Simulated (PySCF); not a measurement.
Run report: C₇H₉O, EPR calculation

C₇H₉O, multiplicity 2, computed with UKS B3LYP, pcH-1 on C H O, non-relativistic, mean-field spin-orbit, GIAO (PySCF 2.14.0).

It belongs to a series of runs on one base structure; here: H removed from sp2 C.

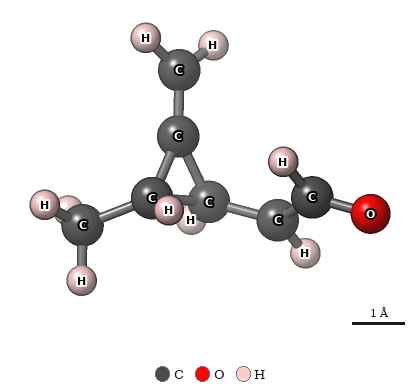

*The structure as given in the input (ball-and-stick view, seen on its broad side).*

Bond lengths as drawn: C–C 1.31 to 1.56 Å, C–H 1.08 to 1.11 Å and C–O 1.23 Å.

**Summary**

- outcome: converged
- total energy: −347.293531 hartree
- ⟨S²⟩: 0.763
- isotropic g: 2.0048
- hardware: 1 CPU thread, shared host
- wall time: 80 s
- peak memory: 0.97 GiB

**The input**
```
{"job": {"kind": "epr", "basis": "pcH-1"}, "charge": 0, "multiplicity": 2}
C     -1.222605     1.735460     0.668202
C     -0.654023     0.661210     0.192435
C     -0.514413    -0.775440     0.103268
C     -1.531017    -1.615246    -0.626464
C      0.399210     0.161627    -0.749018
C      1.794195     0.315158    -0.449741
C      2.321311     0.416028     0.859798
O      3.513622     0.521726     1.125820
H     -0.912287     2.723911     0.371916
H     -2.029428     1.671713     1.381073
H     -0.015860    -1.285394     0.920139
H     -1.059653    -2.493394    -1.063748
H     -2.010325    -1.041707    -1.416236
H     -2.298727    -1.948575     0.069987
H      0.146138     0.193456    -1.803257
H      2.494952     0.366904    -1.270479
H      1.571914     0.404593     1.676395
```

The first line tells a small driver script what to run in PySCF; the rest is the geometry in Å.

Command:
```bash
OMP_NUM_THREADS=1 python <driver script> task.json out
```

**The program's output**
```
UKS, coarse grid
  cycle   1  E = -347.12722373  |g| = 6.22e-01
  cycle   2  E = -345.83263687  |g| = 1.69e+00
  cycle   3  E = -347.24428937  |g| = 2.86e-01
  cycle   4  E = -347.28895203  |g| = 8.55e-02
  cycle   5  E = -347.29249994  |g| = 3.93e-02
  cycle   6  E = -347.29315428  |g| = 1.95e-02
  cycle   7  E = -347.29340317  |g| = 8.17e-03
  cycle   8  E = -347.29345960  |g| = 4.74e-03
  cycle   9  E = -347.29347894  |g| = 1.30e-03
  cycle  10  E = -347.29348008  |g| = 8.45e-04
UKS, final grid
  cycle   1  E = -347.29352989  |g| = 1.17e-03
  cycle   2  E = -347.29352897  |g| = 2.01e-03
  cycle   3  E = -347.29353054  |g| = 3.23e-04
  cycle   4  E = -347.29353060  |g| = 1.14e-04
  cycle   5  E = -347.29353062  |g| = 7.30e-05
  cycle   6  E = -347.29353062  |g| = 1.02e-05
E = -347.29353062 Eh   <S^2> = 0.7627 (exact 0.7500)
g shifts (ppm)      1          2          3
  rmc          -205       -205       -205
  gc             -5         24         43
  oz_so         -81       2190       6021
  total        -291       2009       5859
hyperfine (MHz)  atom isotope    a_iso     a_fc   dipolar eigenvalues
    0   13C       7.18       7.18     -1.62     -1.31      2.93
    1   13C      36.22      36.22     -6.88     -6.18     13.06
    2   13C      54.19      54.19     -9.59     -9.54     19.13
    3   13C       3.41       3.41     -1.28     -1.12      2.40
    4   13C     -27.70     -27.70     -3.57      0.28      3.29
    5   13C      53.88      53.88    -55.09    -54.88    109.98
    6   13C     -35.52     -35.52    -10.81      2.20      8.61
    7   17O     -21.39     -21.39    -98.05     48.89     49.16
    8    1H       1.54       1.54     -1.86     -0.65      2.51
    9    1H      10.35      10.35     -1.47     -0.64      2.10
   10    1H      -5.15      -5.15     -5.78     -0.66      6.44
   11    1H       1.75       1.75     -1.71     -0.99      2.71
   12    1H       0.27       0.27     -1.58     -1.04      2.62
   13    1H      14.63      14.63     -1.41     -0.51      1.92
   14    1H       1.04       1.04     -3.50     -1.78      5.27
   15    1H     -44.18     -44.18    -24.70     -1.98     26.67
   16    1H      -1.56      -1.56     -5.16     -1.33      6.49
```

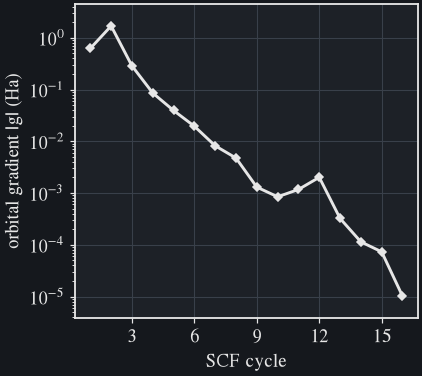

*Convergence of the self-consistent field: orbital gradient |g| against the SCF cycle.*

All cycles printed in the log are drawn one after another.

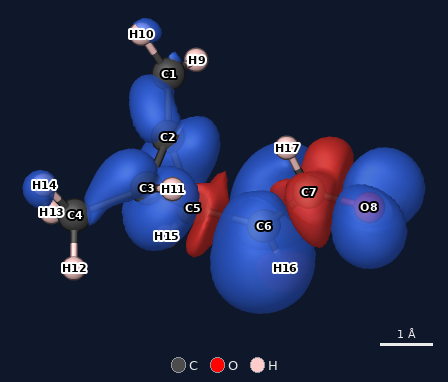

*Isosurfaces of the spin density at +0.006 (blue) and −0.006 e/Å³ (red), seen at a tilt.*

The unpaired spin (1 electron) lies mostly on C6 (about 0.5) and O8 (about 0.3), in electrons by Hirshfeld's partition.

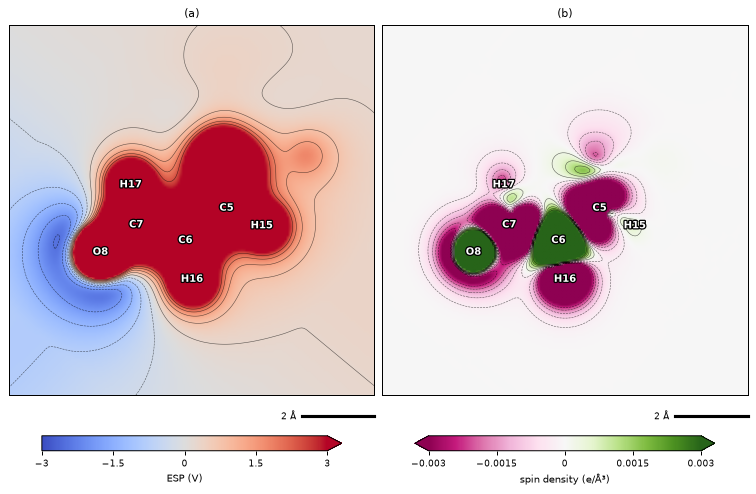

*(a) electrostatic potential; (b) spin density (α minus β) on the plane of atoms C7, C6 and H16.*

The section cuts through C, O and H sites. The unpaired spin (1 electron) lies mostly on C6 (about 0.5) and O8 (about 0.3), in electrons by Hirshfeld's partition.
